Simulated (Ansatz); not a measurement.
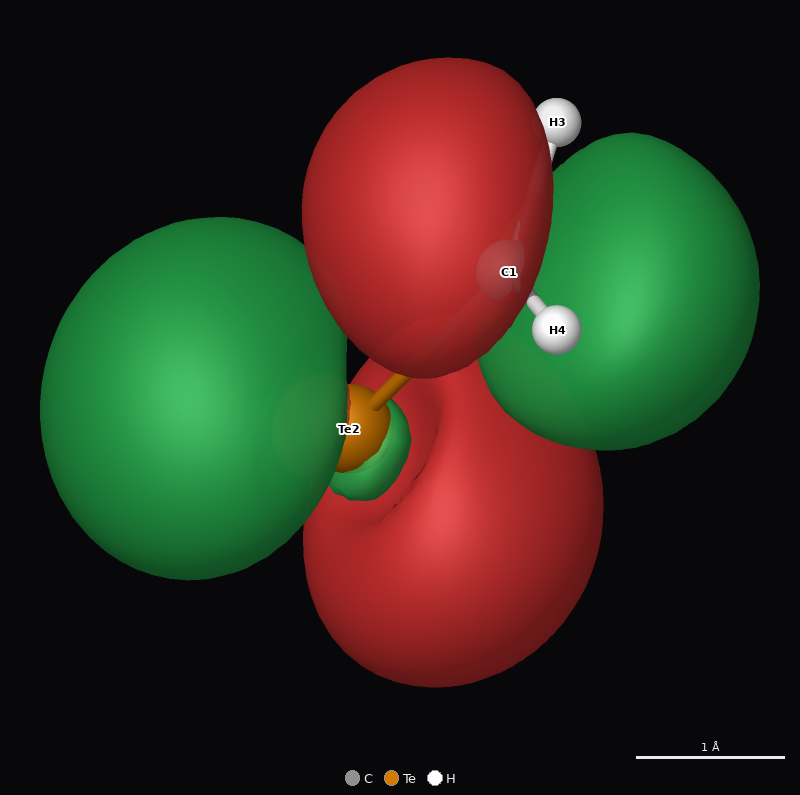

The picture shows: CH2Te (SMILES C=[Te]). One frontier orbital at ±0.1 Å⁻³ᐟ² (green and red are the two phases), seen at an oblique angle.

Geometry: PBE0-D3(BJ)/def2-SVP; core potentials replace the inner electrons of Te.

All numbers below come from isolated molecule in a Gaussian basis; Kohn-Sham density functional theory, functional PBE0 in Ansatz.

Question: Which orbital is it: HOMO or LUMO?

Answer: The LUMO, at −3.07 eV. It lies mainly on Te2 (about 55 %) and C1 (about 40 %); it changes sign across the molecular plane (π type); π-antibonding (a node) across C1–Te2.
